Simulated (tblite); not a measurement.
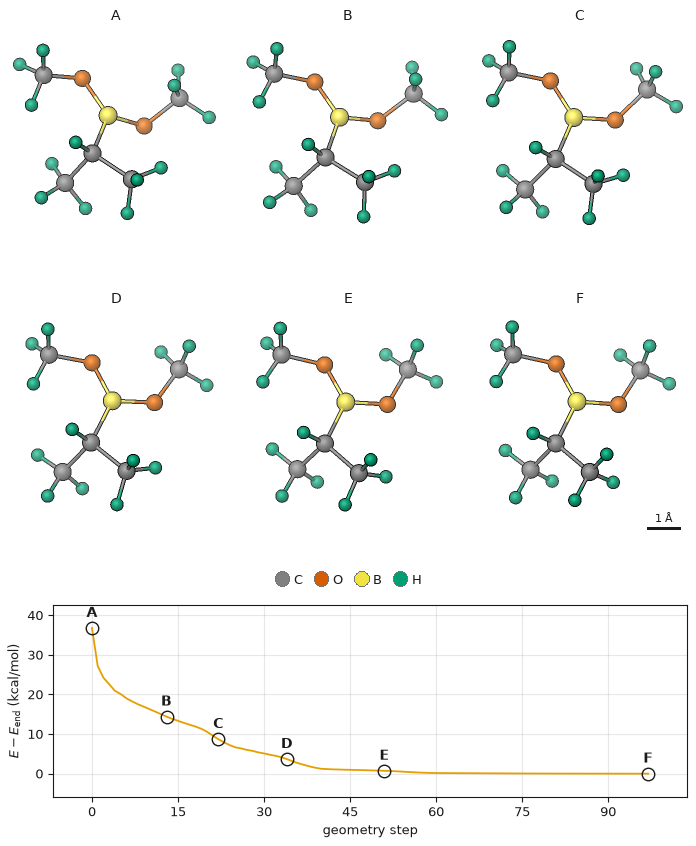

Frames of a relaxation of C$_{5}$H$_{13}$BO$_{2}$, marked on the history of the run. Style: ball-and-stick. Shown at a tilt.

All numbers below come from GFN2-xTB geometry optimisation, gas phase (tblite). 

### Describe the path.

The energy falls by 36.8 kcal/mol in 97 geometry steps. The largest move after the best rigid fit is that of an H atom, 1.14 Å. By element the largest moves are H 1.14 Å, O 0.82 Å, C 0.44 Å, B 0.30 Å. Among the contacts that change: B–O 1.468 → 1.352 Å, B–O 1.450 → 1.360 Å, B–C 1.583 → 1.615 Å, C–H 1.123 → 1.093 Å. Among the angles between lasting bonds that change: C–O–B 110.5° → 122.5°, B–O–C 114.7° → 126.5°, H–C–H 115.3° → 108.5°. Groups turn about B–O by about 70°, C–O by about 55°, C–C by about 50°. The run took 2 s on 1 thread of Intel(R) Xeon(R) Processor @ 2.50GHz, on a shared host. From step 0 to 13: an H atom moves most (0.35 Å), energy −22.4 kcal/mol. From step 13 to 22: O and H atoms move most (0.36 Å), energy −5.68 kcal/mol. From step 22 to 34: an H atom moves most (0.35 Å), energy −5.05 kcal/mol. From step 34 to 51: an H atom moves most (0.31 Å), energy −2.95 kcal/mol. From step 51 to 97: an H atom moves most (0.29 Å), energy −0.72 kcal/mol.

```csv
step,"E − E(0), kcal/mol"
0,0.00
1,-9.58
2,-12.55
3,-14.17
4,-15.85
5,-16.66
6,-17.74
7,-18.52
8,-19.23
9,-19.84
10,-20.47
15,-23.44
19,-25.40
24,-29.55
28,-31.02
33,-32.61
37,-34.57
42,-35.69
47,-35.87
51,-36.05
56,-36.42
60,-36.61
65,-36.65
70,-36.69
74,-36.72
79,-36.74
83,-36.76
88,-36.76
92,-36.77
97,-36.77
```
